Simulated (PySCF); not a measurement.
```xyz
18
charge 0, multiplicity 1
N    -2.2212   -1.0140   -0.3173
B    -1.4770    0.1888   -0.3102
N    -2.1622    1.4249   -0.2996
N    -0.0445    0.1362   -0.3084
C     0.8404    1.1909   -0.3480
C     2.1194    0.8235   -0.3177
C     2.2142   -0.6751   -0.2464
C     0.7320   -1.1005   -0.2474
H    -1.8099   -1.9258   -0.3699
H    -3.2233   -1.0270   -0.3445
H    -3.1627    1.4855   -0.2856
H    -1.7101    2.3167   -0.2400
H     0.4597    2.1948   -0.4038
H     2.9783    1.4647   -0.3419
H     2.7323   -1.0037    0.6584
H     2.7568   -1.0845   -1.1026
H     0.4983   -1.7326   -1.1112
H     0.4704   -1.6565    0.6595
```

Describe the molecule in this file.

Formula C4H10BN3. As SMILES it reads `NB(N)N1C=CCC1`. Independent rings (smallest set): 1 of 5 members. Among its groups: alkene. Coordination: 3 N trigonal planar; 1 B trigonal planar; 2 C trigonal planar; 2 C tetrahedral.

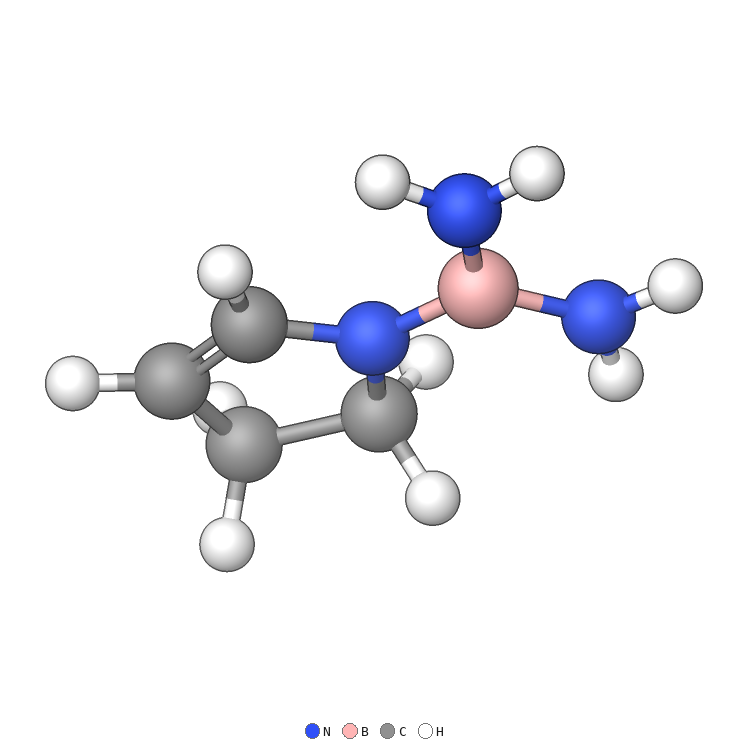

The picture comes from a calculation with PySCF.
